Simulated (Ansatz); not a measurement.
Mo: response to strain

Consider Mo in the bcc (W type) structure (space group Im-3m, No. 229; relaxed with 0.1 eV smearing).

```
Mo
1.0
   -1.57548     1.57548     1.57548
    1.57548    -1.57548     1.57548
    1.57548     1.57548    -1.57548
Mo
1
Cartesian
  0.00000   0.00000   0.00000
```

Cartesian axes are those of the cell as printed.

Strains are applied to the cell and any free atomic positions relax; under biaxial strain the out-of-plane vector relaxes too.

Method: Ansatz (a first-principles code), r2SCAN, PAW, cutoff 500 eV, scalar-relativistic without spin-orbit coupling.

Notes on the quantities. energy relative to the base: free energy F.

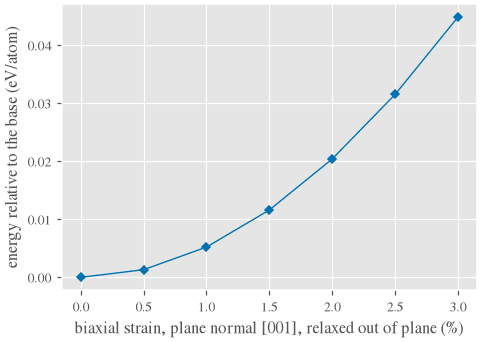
Figure. Energy relative to the base against biaxial strain, plane normal [001], relaxed out of plane

```tsv
biaxial strain, plane normal [001], relaxed out of plane (%)	energy relative to the base
0.5	+1.3 meV/atom
1	+5.2 meV/atom
1.5	+12 meV/atom
2	+20 meV/atom
2.5	+32 meV/atom
3	+45 meV/atom
```

Stability against distortions was not tested. The final runs are not spin-polarised.
